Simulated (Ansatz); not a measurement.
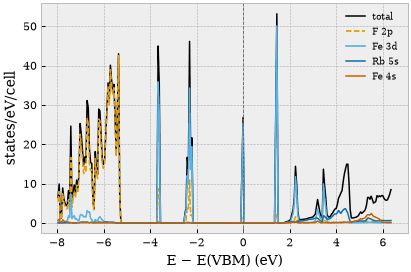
Figure. Total and projected density of states of Rb₂FeF₄ in space group I4/mmm (No. 139; Rb on 4e, Fe on 2a, F on 4e, F on 4c), r²SCAN in the plane-wave PAW code Ansatz

Q: Which orbitals carry the states next to the gap?

A: Top 1 eV of the valence band: Fe 3d 95 %. Bottom 1 eV of the conduction band: Fe 3d 87 %, F 2p 6 %. Projections are on Löwdin-orthogonalised atomic valence shells; empty p or d shells of many metals are not among them.

Q: Where is the tallest occupied peak in this window, and what makes it?

A: Near -2.3 eV, about 46 states/eV per cell; the largest projected share is Fe 3d.

The workflow started from a Materials Project entry (that database holds measured and hypothetical structures alike); the Crystallography Open Database copy checked does not list it. Its standing as an ambient phase is unchecked. The cell was relaxed with r²SCAN under the symmetry of its start, as lowered by the spin order; whether a distortion lowers the energy is not shown. The final state is antiferromagnetic, chosen from 5 collinear starts compared on coarse meshes (ties went to the first, and starts can fall back to one state), not a proven ground state. Other orbital occupations within this spin state were not tried. No Hubbard U is applied. Scalar-relativistic: spin–orbit coupling is off unless named, which matters more the heavier the elements.

Potentials: the later of the program's two PAW sets.
